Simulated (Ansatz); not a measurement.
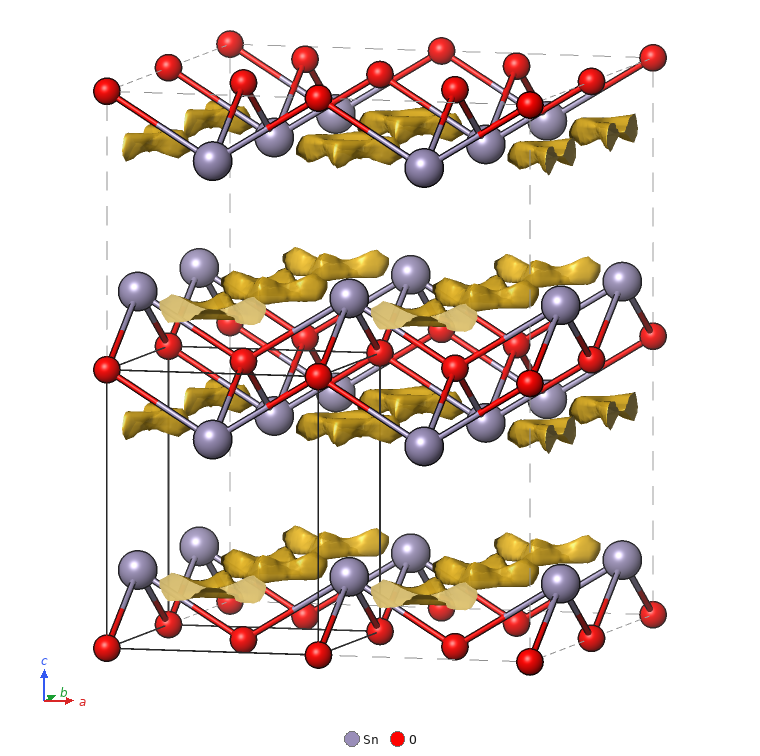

Bond-valence mismatch map for Mg2+ in SnO (P4/nmm): the yellow surface encloses the points where |V − 2| < 1 v.u. (2×2×2 cells, view slightly off an axis). Pale faces close the region where the drawn box cuts it.

At each point the valence sum V of a Mg2+ ion is computed from the anions within 5 Å (s = exp((R0 − d)/b), R0 fitted to published crystal structures with b = 0.37 Å; R0: Mg2+–O 1.677 Å). Points too close to the other cations are excluded (2.1 Å from Sn). Mg2+ is a guest here, not part of the formula. This is an empirical screen for pathways, not an energy calculation.

Source of the atomic positions: a calculation's input that goes back to an entry of the Crystallography Open Database (an earlier step may have relaxed or displaced it).

```xyz
4
Lattice="3.8020 0.0000 0.0000 0.0000 3.8020 0.0000 0.0000 0.0000 4.8360" Properties=species:S:1:pos:R:3 pbc="T T T"
Sn    0.0000    1.9010    1.1534
Sn    1.9010    0.0000    3.6826
O     0.0000    0.0000    0.0000
O     1.9010    1.9010    0.0000
```

**What pathways for Mg2+ does the map suggest at this level?**

No path at this level: the regions are isolated pockets that do not connect across cells.

**At which mismatch do paths open?**

No path opens below 1.4 v.u. These are grid estimates, good to about 0.1 v.u.
